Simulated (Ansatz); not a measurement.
# SiO− (doublet): one geometry, many settings

Aim: run SiO− (doublet) at one geometry under a spread of methods and options, and see what each costs and gives.

The runs use Ansatz 0.2.0, Gaussian basis; the settings change from run to run.

14 further runs of the same task are left out: 4 that didn't finish, 10 set aside as unsound or not needed.

## 1. What is computed

The geometry is a PBE0/def2-TZVPD stationary point (not a proven minimum).

2 atoms, charge -1, spin multiplicity 2.

Atoms are counted from 1 here; the program's logs count them from 0.

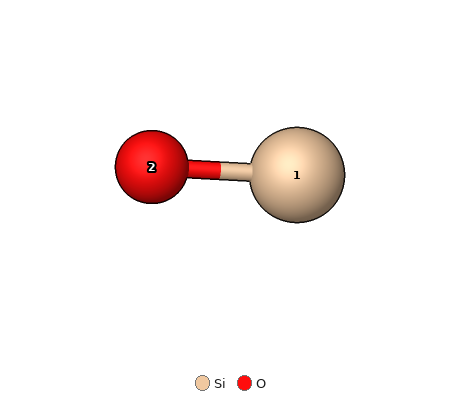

The structure; silicon light orange, oxygen red; atoms are numbered from 1 in the order of the file.

## 2. MRCISD+Q(relaxed)(7,4)/6-31G*

in.yaml

```yaml
crystal:
  periodic: [false, false, false]
  atoms:
    - {symbol: Si, position_ang: [0.000000, 0.000000, 0.000000]}
    - {symbol: O, position_ang: [0.000000, 0.000000, 1.560700]}
basis:
  gaussian: {orbitals: "6-31G*"}
total_charge: -1
magnetization: {spin_polarized: false, initial_magnetization: 1}
correlation: {method: fic_mrcisd_q_relaxed, electrons: outside_noble_gas, active_space: {window: {electrons: 7, orbitals: 4}}}
```

Started as:

```bash
ansatz run in.yaml --threads 1 --pin off --events-out ev --progress --plain --max-ram 2393MiB
```

Standard output, cut to the lines that bear on the results:

```text
Functional definition: HF
  name "HF"
  cite "Fock, Z. Phys. 61, 126 (1930) doi:10.1007/BF01340294"
  parent pbe
[...]
292 factors; integrals over basis functions are off by at most 1.0e-3 eV
[...]
mean field -9897.83160513 eV, -363.7386024972 hartree, gradient 2.4e-6 eV, S^2 0.750000; 2 other end points of the search recorded, 0 dependent functions left out
reference -9897.83160513 eV, -363.7386024972 hartree; 12, 11 occupied and 22, 23 virtual orbitals, 292 factors
state -9897.83160513 eV, -363.7386024972 hartree
contracted CI cycle   1: correlation 0.00000000 eV, 0.0000000000 hartree, residual 2.56e1 eV
contracted CI cycle   2: correlation -6.46156516 eV, -0.2374581397 hartree, residual 4.38e0 eV
contracted CI cycle   3: correlation -6.75104186 eV, -0.2480962122 hartree, residual 1.58e0 eV
contracted CI cycle   4: correlation -6.79300945 eV, -0.2496384929 hartree, residual 5.73e-1 eV
contracted CI cycle   5: correlation -6.79887556 eV, -0.2498540684 hartree, residual 1.99e-1 eV
contracted CI cycle   6: correlation -6.79969042 eV, -0.2498840139 hartree, residual 6.82e-2 eV
contracted CI cycle   7: correlation -6.79977751 eV, -0.2498872144 hartree, residual 2.39e-2 eV
contracted CI cycle   8: correlation -6.79978685 eV, -0.2498875578 hartree, residual 6.83e-3 eV
contracted CI cycle   9: correlation -6.79978781 eV, -0.2498875929 hartree, residual 2.46e-3 eV
contracted CI cycle  10: correlation -6.79978791 eV, -0.2498875966 hartree, residual 8.76e-4 eV
contracted CI cycle  11: correlation -6.79978792 eV, -0.2498875971 hartree, residual 3.24e-4 eV
state -9897.83160513 eV, -363.7386024972 hartree; corrected -9905.30390857 eV, -364.0132045837 hartree
WARN: 3 active orbitals are nearly empty or full. The corrections depend on them more than the energy does, and are more stable in an active space without them
Total energy: -9905.30390857 eV, -364.0132045837 hartree
```

Wall time 0.78 s (1 thread of Arm Neoverse V2, shared host).

From the report: 2 determinants; active occupations 2.00, 2.00, 2.00, 1.00. The report marks this result as in doubt.

## 3. CCSD(T) on UHF/def2-mTZVP

in.yaml

```yaml
crystal:
  periodic: [false, false, false]
  atoms:
    - {symbol: Si, position_ang: [0.000000, 0.000000, 0.000000]}
    - {symbol: O, position_ang: [0.000000, 0.000000, 1.560700]}
basis:
  gaussian: {orbitals: def2-mTZVP}
total_charge: -1
magnetization: {spin_polarized: true, initial_magnetization: 1}
correlation: {method: ccsd_t, electrons: valence}
scf: {omitted_lower_state_checks: [cluster_reference]}
```

Same command.

Standard output, cut to the lines that bear on the results:

```text
Functional definition: HF
  name "HF"
  cite "Fock, Z. Phys. 61, 126 (1930) doi:10.1007/BF01340294"
  parent pbe
[...]
391 factors; integrals over basis functions are off by at most 1.1e-3 eV
[...]
mean field -9899.69838481 eV, -363.8072053852 hartree, gradient 2.0e-6 eV, S^2 0.761184; 7 other end points of the search recorded, 0 dependent functions left out
6 core orbitals not correlated: weight in the atoms' cores, before any rotation towards them, 1.000 or more for the frozen orbitals, at most 0.000 for the correlated occupied ones
reference -9899.69838481 eV, -363.8072053852 hartree; 6, 5 occupied and 34, 35 virtual orbitals, 391 factors
second order -7.78853148 eV of doubles, -0.00000000 eV of singles
cycle   1  -7.49859305 eV  change    2.9e-1 eV  update   1.2e-1
[...]
cycle  11  -7.90990093 eV  change   -2.6e-6 eV  update   8.4e-6
perturbative correction -0.35233775 eV, -0.0129481734 hartree
Total energy: -9907.96062349 eV, -364.1108370563 hartree
Checks for a lower state left out: cluster_reference
```

It took 1.3 s on 1 thread of Arm Neoverse V2, shared host.

From the report: ⟨S²⟩ of the determinant 0.761 (pure doublet: 0.75); correlation -8.2622 eV; T1 0.025; largest double amplitude 0.06.

## 4. MP2 on UHF/aug-cc-pVDZ

in.yaml

```yaml
crystal:
  periodic: [false, false, false]
  atoms:
    - {symbol: Si, position_ang: [0.000000, 0.000000, 0.000000]}
    - {symbol: O, position_ang: [0.000000, 0.000000, 1.560700]}
basis:
  gaussian: {orbitals: aug-cc-pVDZ}
total_charge: -1
magnetization: {spin_polarized: true, initial_magnetization: 1}
correlation: {method: mp2, electrons: all}
```

Same command.

Standard output:

```text
Functional definition: HF
  name "HF"
  cite "Fock, Z. Phys. 61, 126 (1930) doi:10.1007/BF01340294"
  parent pbe
  exchange = exact_x
  correlation = 0
499 factors; integrals over basis functions are off by at most 1.1e-3 eV
mean field evaluation 1: about -9898.1875 eV, gradient 1.1e1 eV
mean field evaluation 2: about -9898.1898 eV, gradient 1.1e1 eV
mean field evaluation 4: about -9899.2447 eV, gradient 2.0e0 eV
mean field evaluation 8: about -9899.3422 eV, gradient 2.7e-1 eV
mean field evaluation 16: about -9896.0864 eV, gradient 3.2e0 eV
mean field evaluation 32: about -9898.9600 eV, gradient 2.7e0 eV
mean field evaluation 64: about -9896.4573 eV, gradient 6.4e-1 eV
mean field -9899.34883400 eV, -363.7943596299 hartree, gradient 2.4e-6 eV, S^2 0.766557; 10 other end points of the search recorded, 0 dependent functions left out
reference -9899.34883400 eV, -363.7943596299 hartree; 12, 11 occupied and 38, 39 virtual orbitals, 499 factors
second order -8.25526961 eV of doubles, -0.00000000 eV of singles
Total energy: -9907.60410361 eV, -364.0977351925 hartree
```

It took 1.1 s on 1 thread of Arm Neoverse V2, shared host.

From the report: ⟨S²⟩ of the determinant 0.767 (pure doublet: 0.75).

## 5. CCSD(T)/aug-cc-pVDZ

in.yaml: that of step 4 with these lines changed.

```diff
@@ -8,3 +8,5 @@
 total_charge: -1
-magnetization: {spin_polarized: true, initial_magnetization: 1}
-correlation: {method: mp2, electrons: all}
+magnetization: {spin_polarized: false, initial_magnetization: 1}
+hamiltonian: {xc: {name: PBE}}
+correlation: {method: ccsd_t, electrons: valence}
+scf: {omitted_lower_state_checks: [cluster_reference]}
```

Same command.

Standard output, cut to the lines that bear on the results:

```text
Functional definition: PBE
  name "PBE"
  cite "Perdew, Burke & Ernzerhof, Phys. Rev. Lett. 77, 3865 (1996) doi:10.1103/PhysRevLett.77.3865"
  parent pbe
[...]
499 factors; integrals over basis functions are off by at most 1.1e-3 eV
[...]
mean field -9918.98539267 eV, -364.5159898508 hartree, gradient 1.4e-6 eV, S^2 0.750000; 8 other end points of the search recorded, 0 dependent functions left out
6 core orbitals not correlated: weight in the atoms' cores, before any rotation towards them, 1.000 or more for the frozen orbitals, at most 0.000 for the correlated occupied ones
reference -9898.66106772 eV, -363.7690846853 hartree; 6, 5 occupied and 38, 39 virtual orbitals, 499 factors
second order -8.79110642 eV of doubles, -0.46486169 eV of singles
cycle   1  -8.01173904 eV  change     1.2e0 eV  update   1.8e-1
[...]
cycle  13  -8.69858792 eV  change   -1.3e-6 eV  update   3.8e-6
perturbative correction -0.45777495 eV, -0.0168229190 hartree
Total energy: -9907.81743059 eV, -364.1055748144 hartree
Checks for a lower state left out: cluster_reference
```

It took 4.5 s on 1 thread of Arm Neoverse V2, shared host.

From the report: correlation -9.1564 eV; T1 0.023; largest double amplitude 0.07. The orbitals are Kohn-Sham ones, so correlation energy and T1 don't compare with those on Hartree-Fock orbitals.

## 6. CASSCF(7,5)/6-31G*

in.yaml

```yaml
crystal:
  periodic: [false, false, false]
  atoms:
    - {symbol: Si, position_ang: [0.000000, 0.000000, 0.000000]}
    - {symbol: O, position_ang: [0.000000, 0.000000, 1.560700]}
basis:
  gaussian: {orbitals: "6-31G*"}
total_charge: -1
magnetization: {spin_polarized: false, initial_magnetization: 1}
correlation: {active_space: {window: {electrons: 7, orbitals: 5}, states: [{multiplicity: 2, weights: [1, 1]}]}}
scf: {lower_state_search: off}
```

The command is unchanged.

Standard output:

```text
Functional definition: HF
  name "HF"
  cite "Fock, Z. Phys. 61, 126 (1930) doi:10.1007/BF01340294"
  parent pbe
  exchange = exact_x
  correlation = 0
these checks for a lower state are left out or cut short: stability, starts, cluster_reference, orbital_swaps, neighbouring_geometries, increment
512 factors; integrals over basis functions are off by at most 1.1e-7 eV
mean field evaluation 1: about -9897.2915 eV, gradient 1.1e1 eV
mean field evaluation 2: about -9897.3543 eV, gradient 1.1e1 eV
mean field evaluation 4: about -9897.8164 eV, gradient 2.0e0 eV
mean field evaluation 8: about -9897.8310 eV, gradient 1.7e-1 eV
mean field -9897.83171596 eV, -363.7386065703 hartree, gradient 4.1e-6 eV, S^2 0.750000; 0 other end points of the search recorded, 0 dependent functions left out
reference -9897.83171596 eV, -363.7386065703 hartree; 12, 11 occupied and 22, 23 virtual orbitals, 512 factors
state -9898.63915885 eV, -363.7682795492 hartree
state -9898.63915885 eV, -363.7682795492 hartree
Total energy: -9898.63915885 eV, -363.7682795492 hartree
Checks for a lower state left out: stability, starts, cluster_reference, orbital_swaps, neighbouring_geometries, increment
```

Run time: 0.24 s. Hardware: 1 thread of Arm Neoverse V2, shared host.

From the report: 50 determinants; active occupations (of the averaged states) 1.99, 1.94, 1.94, 0.57, 0.57.

## 7. CCSD(T) on ROHF/pcseg-2

in.yaml

```yaml
crystal:
  periodic: [false, false, false]
  atoms:
    - {symbol: Si, position_ang: [0.000000, 0.000000, 0.000000]}
    - {symbol: O, position_ang: [0.000000, 0.000000, 1.560700]}
basis:
  gaussian: {orbitals: pcseg-2, fitting: {mean_field: def2-universal-jkfit}}
total_charge: -1
magnetization: {spin_polarized: false, initial_magnetization: 1}
correlation: {method: ccsd_t, electrons: outside_noble_gas}
accuracy: high
```

Same command.

Standard output, cut to the lines that bear on the results:

```text
Functional definition: HF
  name "HF"
  cite "Fock, Z. Phys. 61, 126 (1930) doi:10.1007/BF01340294"
  parent pbe
[...]
205 factors; integrals over basis functions are off by at most 7.9e-1 eV
[...]
mean field -9899.81046927 eV, -363.8113244132 hartree, gradient 3.6e-8 eV, S^2 0.750000; 2 other end points of the search recorded, 0 dependent functions left out
[...]
determinant -9899.81046927 eV, -363.8113244132 hartree, with singles and doubles -9908.99260063 eV, -364.1487615169 hartree
determinant -9897.22597648 eV, -363.7163460550 hartree, with singles and doubles -9906.69152922 eV, -364.0641987021 hartree
6 core orbitals not correlated: weight in the atoms' cores, before any rotation towards them, 1.000 or more for the frozen orbitals, at most 0.000 for the correlated occupied ones
reference -9899.81046927 eV, -363.8113244132 hartree; 6, 5 occupied and 52, 53 virtual orbitals, 205 factors
second order -8.99711677 eV of doubles, -0.04257857 eV of singles
cycle   1  -9.12647118 eV  change   -6.0e-1 eV  update   2.2e-2
[...]
cycle  23  -9.14744932 eV  change  -2.9e-10 eV  update  3.7e-10
perturbative correction -0.42242246 eV, -0.0155237392 hartree
Total energy: -9909.38034106 eV, -364.1630107147 hartree
```

It took 2.9 s on 1 thread of Arm Neoverse V2, shared host.

From the report: correlation -9.5699 eV; T1 0.026; largest double amplitude 0.05.

## 8. CCSD(T) on UHF/cc-pVTZ-DK

in.yaml

```yaml
crystal:
  periodic: [false, false, false]
  atoms:
    - {symbol: Si, position_ang: [0.000000, 0.000000, 0.000000]}
    - {symbol: O, position_ang: [0.000000, 0.000000, 1.560700]}
basis:
  gaussian: {orbitals: cc-pVTZ-DK}
total_charge: -1
magnetization: {spin_polarized: true, initial_magnetization: 1}
correlation: {method: ccsd_t, electrons: outside_noble_gas, diis_vectors: 12}
accuracy: high
```

Launched as before.

Standard output, cut to the lines that bear on the results:

```text
Functional definition: HF
  name "HF"
  cite "Fock, Z. Phys. 61, 126 (1930) doi:10.1007/BF01340294"
  parent pbe
[...]
887 factors; integrals over basis functions are off by at most 3.4e-9 eV
[...]
mean field -9917.65742652 eV, -364.4671879950 hartree, gradient 2.8e-8 eV, S^2 0.772745; 10 other end points of the search recorded, 0 dependent functions left out
determinant -9917.65742652 eV, -364.4671879950 hartree, with singles and doubles -9927.09894394 eV, -364.8141573605 hartree
determinant -9914.87177322 eV, -364.3648171245 hartree, with singles and doubles -9922.72634110 eV, -364.6534671700 hartree
determinant -9914.46404161 eV, -364.3498332639 hartree, with singles and doubles -9924.26493258 eV, -364.7100093640 hartree
6 core orbitals not correlated: weight in the atoms' cores, before any rotation towards them, 1.000 or more for the frozen orbitals, at most 0.000 for the correlated occupied ones
reference -9917.65742652 eV, -364.4671879950 hartree; 6, 5 occupied and 52, 53 virtual orbitals, 887 factors
second order -9.21806490 eV of doubles, -0.00000000 eV of singles
cycle   1  -9.38061016 eV  change   -7.8e-1 eV  update   2.1e-2
[...]
cycle  22  -9.40451279 eV  change  -2.7e-10 eV  update  7.2e-10
perturbative correction -0.46577807 eV, -0.0171170283 hartree
Total energy: -9927.52771738 eV, -364.8299144937 hartree
Relativity: scalar
```

Wall time 10 s (1 thread of Arm Neoverse V2, shared host); peak memory 0.29 GiB.

From the report: ⟨S²⟩ of the determinant 0.773 (pure doublet: 0.75); correlation -9.8703 eV; T1 0.026; largest double amplitude 0.07.

## 9. CCSDT on ROHF/6-31G*

in.yaml

```yaml
crystal:
  periodic: [false, false, false]
  atoms:
    - {symbol: Si, position_ang: [0.000000, 0.000000, 0.000000]}
    - {symbol: O, position_ang: [0.000000, 0.000000, 1.560700]}
basis:
  gaussian: {orbitals: "6-31G*"}
total_charge: -1
magnetization: {spin_polarized: false, initial_magnetization: 1}
correlation: {method: ccsdt, electrons: outside_noble_gas}
```

The command is unchanged.

Standard output, cut to the lines that bear on the results:

```text
Functional definition: HF
  name "HF"
  cite "Fock, Z. Phys. 61, 126 (1930) doi:10.1007/BF01340294"
  parent pbe
[...]
512 factors; integrals over basis functions are off by at most 1.1e-7 eV
[...]
mean field -9897.83171596 eV, -363.7386065703 hartree, gradient 4.1e-6 eV, S^2 0.750000; 3 other end points of the search recorded, 0 dependent functions left out
[...]
determinant -9897.83171596 eV, -363.7386065703 hartree, with singles and doubles -9905.18433619 eV, -364.0088103799 hartree
determinant -9894.67728407 eV, -363.6226833365 hartree, with singles and doubles -9902.44240661 eV, -363.9080463262 hartree
6 core orbitals not correlated: weight in the atoms' cores, before any rotation towards them, 1.000 or more for the frozen orbitals, at most 0.000 for the correlated occupied ones
reference -9897.83171596 eV, -363.7386065703 hartree; 6, 5 occupied and 22, 23 virtual orbitals, 512 factors
second order -7.13492468 eV of doubles, -0.04462375 eV of singles
cycle   1  -6.97242752 eV  change    2.1e-1 eV  update   1.3e-1
[...]
cycle  18  -7.62538813 eV  change   -3.2e-8 eV  update   1.3e-6
Total energy: -9905.45710410 eV, -364.0188344156 hartree
```

It took 3.6 s on 1 thread of Arm Neoverse V2, shared host.

From the report: correlation -7.6254 eV; T1 0.029; largest double amplitude 0.10.

## 10. MP2 on UHF/6-31++G**

in.yaml

```yaml
crystal:
  periodic: [false, false, false]
  atoms:
    - {symbol: Si, position_ang: [0.000000, 0.000000, 0.000000]}
    - {symbol: O, position_ang: [0.000000, 0.000000, 1.560700]}
basis:
  gaussian: {orbitals: "6-31++G**"}
total_charge: -1
magnetization: {spin_polarized: true, initial_magnetization: 1}
hamiltonian: {pseudopotentials: {relativity: none}}
correlation: {method: mp2, electrons: valence}
```

Same command.

Standard output, cut to the lines that bear on the results:

```text
Functional definition: HF
  name "HF"
  cite "Fock, Z. Phys. 61, 126 (1930) doi:10.1007/BF01340294"
  parent pbe
[...]
356 factors; integrals over basis functions are off by at most 8.8e-4 eV
[...]
mean field -9898.71067581 eV, -363.7709077489 hartree, gradient 3.2e-6 eV, S^2 0.760493; 9 other end points of the search recorded, 0 dependent functions left out
6 core orbitals not correlated: weight in the atoms' cores, before any rotation towards them, 1.000 or more for the frozen orbitals, at most 0.000 for the correlated occupied ones
reference -9898.71067581 eV, -363.7709077489 hartree; 6, 5 occupied and 30, 31 virtual orbitals, 356 factors
second order -7.35749136 eV of doubles, -0.00000000 eV of singles
Total energy: -9906.06816717 eV, -364.0412905692 hartree
```

Wall time 0.72 s (1 thread of Arm Neoverse V2, shared host).

From the report: ⟨S²⟩ of the determinant 0.760 (pure doublet: 0.75).

## 11. All runs side by side

Where basis and cores are those of an earlier UCCSDT(Q)/aug-cc-pVDZ run (-9907.9504 eV), and the state is the same kind, the miss against it is given. † marks a result that the program doubts.

| level | correlated | functions | energy (eV) | from UCCSDT(Q) (meV) | time |
| --- | --- | --- | --- | --- | --- |
| MRCISD+Q(relaxed)(7,4)/6-31G* † | outside noble gas | 34 | -9905.3039 |  | 0.78 s |
| CCSD(T) on UHF/def2-mTZVP | valence | 46 | -9907.9606 |  | 1.3 s |
| MP2 on UHF/aug-cc-pVDZ | all | 50 | -9907.6041 |  | 1.1 s |
| CCSD(T)/aug-cc-pVDZ (on PBE orbitals) | valence | 50 | -9907.8174 | 133.0 | 4.5 s |
| CASSCF(7,5)/6-31G* (mean of several states) |  | 34 | -9898.6392 |  | 0.24 s |
| CCSD(T) on ROHF/pcseg-2 | outside noble gas | 64 | -9909.3803 |  | 2.9 s |
| CCSD(T) on UHF/cc-pVTZ-DK | outside noble gas | 64 | -9927.5277 |  | 10 s |
| CCSDT on ROHF/6-31G* | outside noble gas | 34 | -9905.4571 |  | 3.6 s |
| MP2 on UHF/6-31++G** | valence | 42 | -9906.0682 |  | 0.72 s |

## 12. Summary of results

| quantity | value |
| --- | --- |
| runs | 9 |
| quickest | CASSCF(7,5)/6-31G* (mean of several states), 0.24 s |
| slowest | CCSD(T) on UHF/cc-pVTZ-DK, 10 s |

In words: Total energies in different bases, with other cores or another treatment of relativity can't be set against each other. CCSD(T) on UHF/cc-pVTZ-DK took 42 times as long as CASSCF(7,5)/6-31G* (mean of several states); the jobs differ in more than the method. Cores frozen from Kohn-Sham orbitals shift the total energy.
